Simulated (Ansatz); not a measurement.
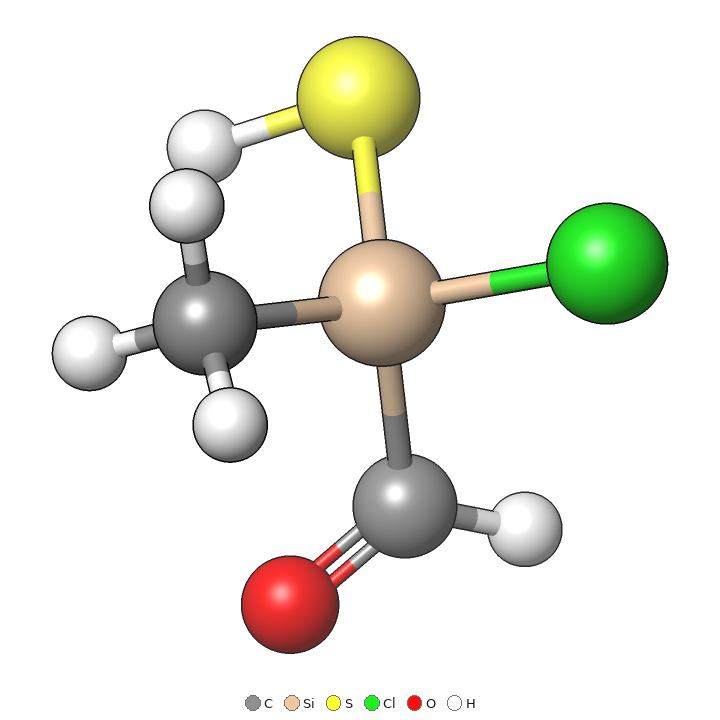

Double and triple bonds are drawn as two and three sticks.

Computed geometry: PBE0-D4/def2-TZVP optimisation. No frequency run is at hand to confirm it as a minimum.

> Which formula does it have?

C2H5ClOSSi, 11 atoms: 2 carbon, 5 hydrogen, 1 chlorine, 1 oxygen, 1 sulfur and 1 silicon.

> How many bonds of each kind are drawn?

4 C–H, 2 C–Si, 1 S–Si, 1 Cl–Si, 1 C–O, 1 S–H.

The parts below concern this one geometry. Atoms keep their numbers from picture to picture.

Geometry

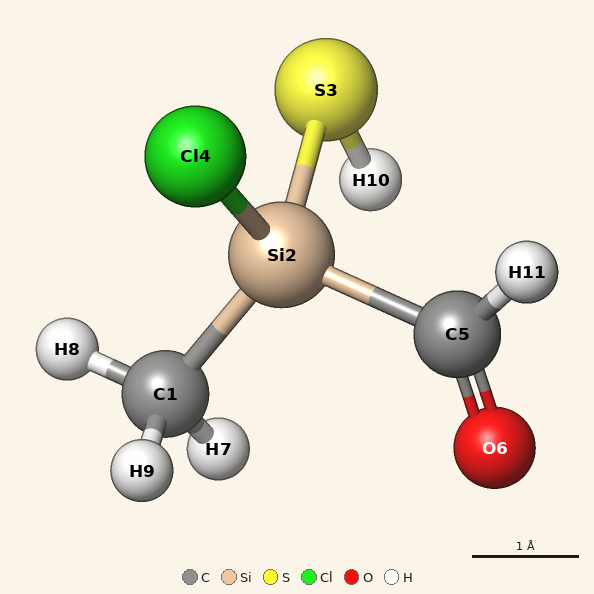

The atoms are numbered. No frequency run is at hand to confirm it as a minimum.

Which atoms are bonded, and how long are the bonds?

| bond | length (Å) | order |
| --- | --- | --- |
| C1–Si2 | 1.848 | single |
| C1–H7 | 1.093 | single |
| C1–H8 | 1.091 | single |
| C1–H9 | 1.092 | single |
| Si2–S3 | 2.133 | single |
| Si2–Cl4 | 2.053 | single |
| Si2–C5 | 1.919 | single |
| S3–H10 | 1.346 | single |
| C5–O6 | 1.206 | double |
| C5–H11 | 1.115 | single |

Dipole moment

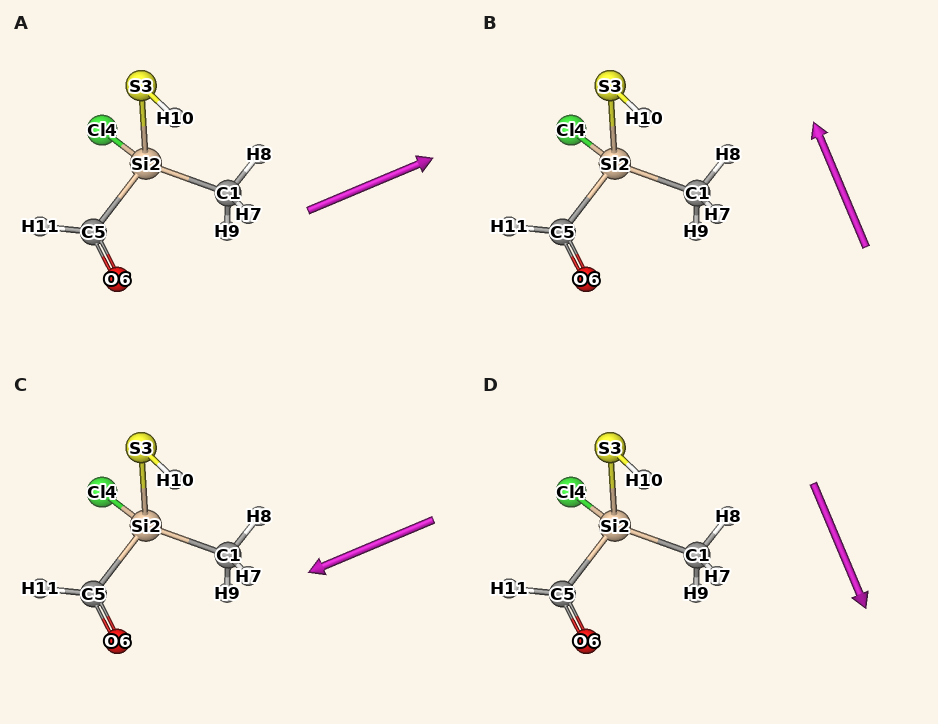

The same molecule four times, each with an arrow. No frequency run is at hand to confirm it as a minimum. Method: RKS ωB97M-V/def2-TZVPP (Ansatz 0.2.0).

> Which arrow points along the dipole moment, from the negative to the positive end?

A. The dipole moment is 1.19 D; it points from the side of H11 to the side of H8 (the outermost atoms at the two ends).

Levels of theory compared

No frequency run is at hand to confirm it as a minimum. Program: Ansatz 0.2.0.

Tabulate HOMO energy (eV), HOMO–LUMO gap (eV) at these levels: B3LYP-D4/def2-TZVPP; PBE-D4/def2-TZVPP; PBE0-D4/def2-TZVPP; r2SCAN-D4/def2-TZVPP; ωB97M-V/def2-TZVPP; ωB97X-V/def2-TZVPP.

```
               level  HOMO energy (eV)  HOMO–LUMO gap (eV)
 B3LYP-D4/def2-TZVPP             −6.88                4.78
   PBE-D4/def2-TZVPP             −5.64                2.69
  PBE0-D4/def2-TZVPP             −7.08                5.22
r2SCAN-D4/def2-TZVPP             −5.92                3.13
  ωB97M-V/def2-TZVPP             −9.33                9.73
  ωB97X-V/def2-TZVPP             −9.45                9.94
```

Charges

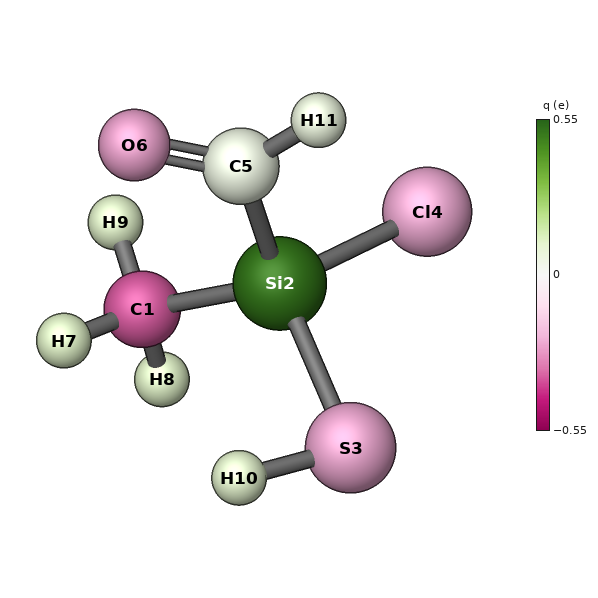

Atoms are coloured by their Mulliken charges. No frequency run is at hand to confirm it as a minimum. Level of theory: RKS B3LYP-D4/def2-TZVPP (Ansatz 0.2.0).

Give the Mulliken charges atom by atom.

| atom | value (e) |
| --- | --- |
| C1 | −0.36 |
| Si2 | 0.51 |
| S3 | −0.24 |
| Cl4 | −0.24 |
| C5 | 0.05 |
| O6 | −0.25 |
| H7 | 0.12 |
| H8 | 0.12 |
| H9 | 0.12 |
| H10 | 0.11 |
| H11 | 0.07 |

Mulliken values depend strongly on the basis set and can even reverse the polarity of a bond.
